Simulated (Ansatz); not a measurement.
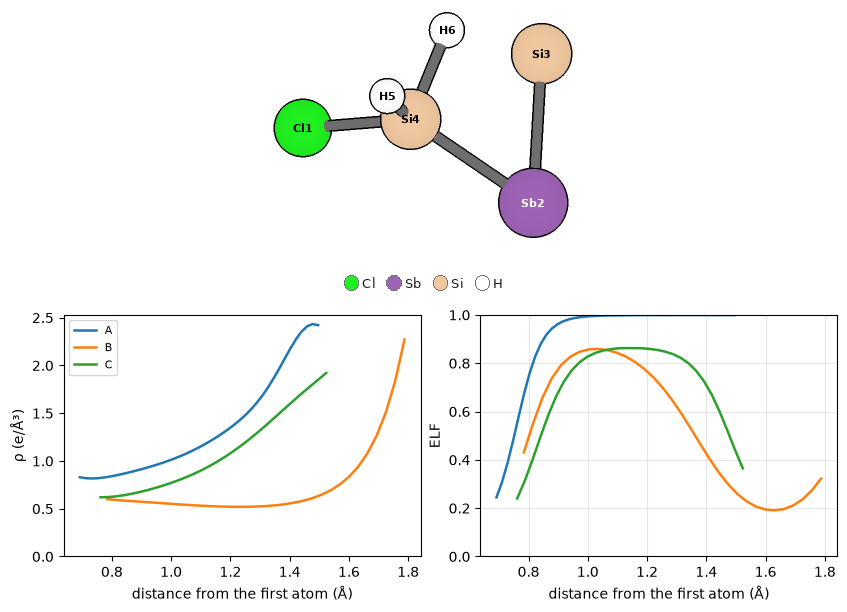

ClH2SbSi2. Electron density and electron localisation function along straight lines between neighbouring atoms. The curves leave out the atomic cores. The structure is drawn too.

Geometry: BLYP-D3(BJ)/def2-SVP; core potentials replace the inner electrons of Sb.

These are results of isolated molecule in a Gaussian basis; Kohn-Sham density functional theory, functional PBE0 (Ansatz 0.2.0), not measurements.

```xyz
6

Cl    3.0528    1.1470   -1.6543
Sb   -0.3413   -0.1388    0.0931
Si    0.7900    1.3688    1.7826
Si    1.1688    1.6249   -0.8569
H     0.6812    2.8386   -1.5827
H     1.5629    2.3638    0.5685
```

Question: Which curve belongs to which contact (Si–Cl, Si–H and Si–Sb)? The first atom named is at distance zero.

Answer: Curve A: Si–H (1.50 Å): ρ at the midpoint is about 0.82 e/Å³; the ELF climbs to about 1 towards the hydrogen, as it does in any bond to H. Curve B: Si–Sb (2.51 Å): ρ is about 0.52 e/Å³ halfway; the ELF peaks at about 0.85 between the atoms; a shared electron pair. Curve C: Si–Cl (2.10 Å): the density is about 0.83 e/Å³ at the midpoint; the ELF peaks at about 0.85 between the atoms; a shared but strongly polarised pair.
